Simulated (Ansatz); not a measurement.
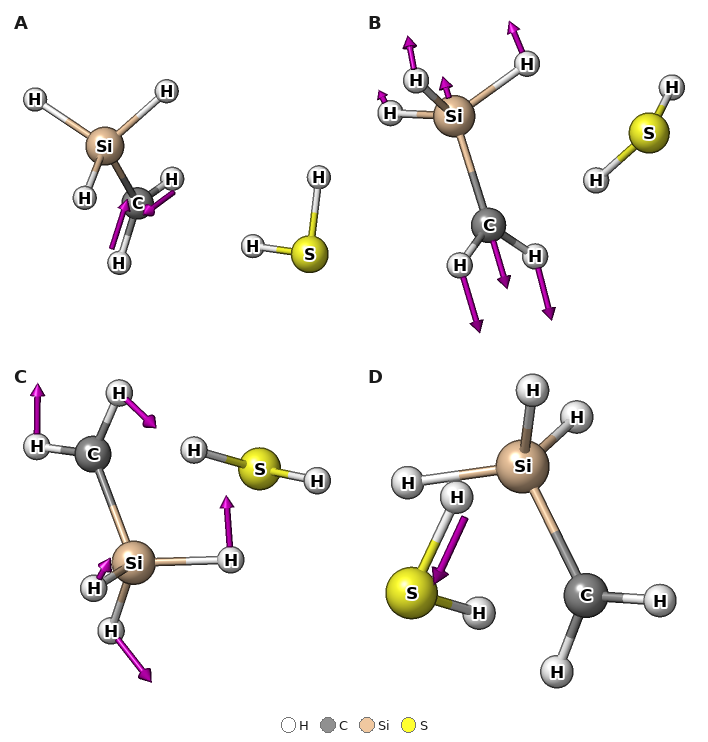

4 normal modes of one molecule or complex, as arrows. State: neutral, doublet. Harmonic vibrations computed with UKS PBE0-D4/def2-TZVP (Ansatz 0.2.0) at a stationary point of the same level.

### Match the panels to the wavenumbers 514 cm⁻¹, 754 cm⁻¹, 2732 cm⁻¹, 3143 cm⁻¹.

A: 3143 cm⁻¹, in-phase stretching of 2 C–H bonds
B: 754 cm⁻¹, C–Si stretching
C: 514 cm⁻¹, angle bending
D: 2732 cm⁻¹, S–H stretching
